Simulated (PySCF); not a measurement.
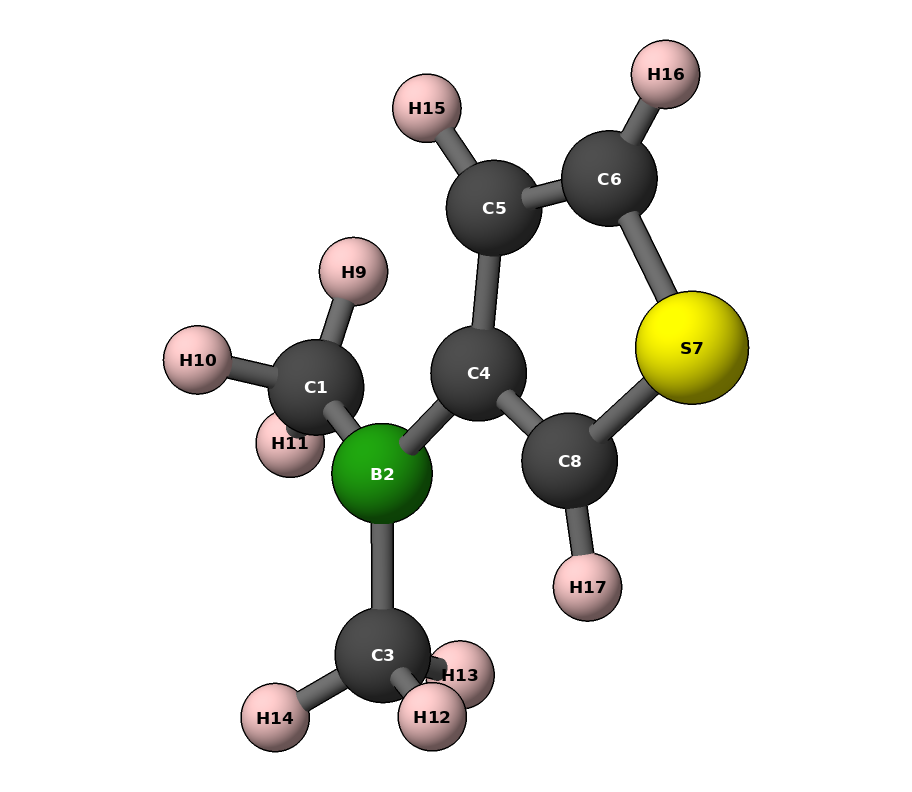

Geometry: a frame of a GFN2-xTB molecular-dynamics simulation, not a minimum. Properties computed with GIAO PBE0/pcSseg-1 NMR shielding, non-relativistic, gas phase (PySCF 2.14.0). Principal shieldings σ11 ≤ σ22 ≤ σ33, span Ω = σ33 − σ11, skew κ = 3(σiso − σ22)/Ω.

Give the shielding tensors of the S atoms.

```
atom   σ11    σ22    σ33   σiso      Ω      κ
  S7  57.5  256.4  356.7  223.5  299.2  −0.33
```

Shieldings and span in ppm.
